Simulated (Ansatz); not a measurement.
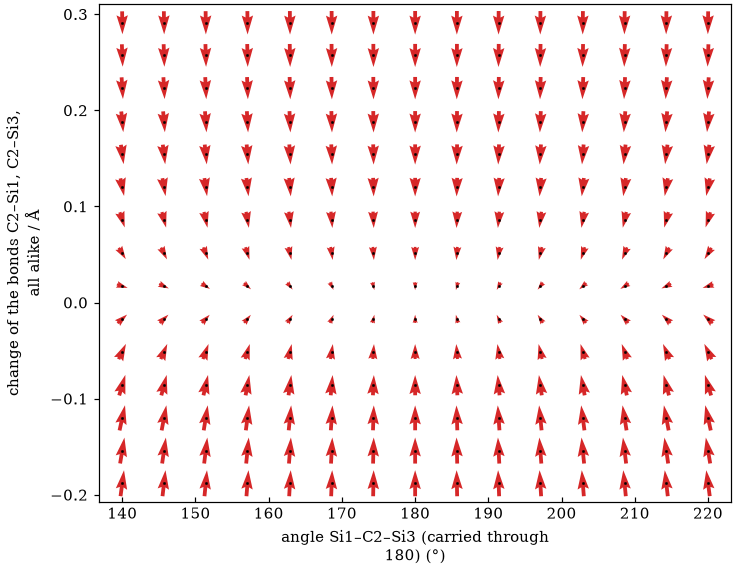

CH₃Si₂, SMILES [Si-]#C[SiH3], charge −1. Coordinates scanned: (1) angle Si1–C2–Si3 (carried through 180); (2) change of the bonds C2–Si1, C2–Si3, all alike. Nothing is relaxed (all other coordinates rigid). The scan uses a 15 × 15 grid. Points are written as (first, second). Computed with RKS PBE0-D4/def2-TZVPD in Ansatz.

Drawn: dots at the grid points, arrows along the force (downhill), their lengths compressed.

The arrows alone are given. Where is the energy lowest?

The arrows converge at about (180°, 0.000 Å) (read from the interpolated surface).

The energy map of the same scan:

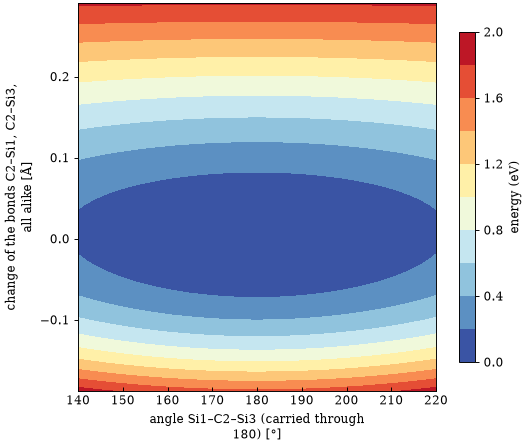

Energies are in eV, from the relaxed molecule at the same level; between grid points the surface is interpolated.
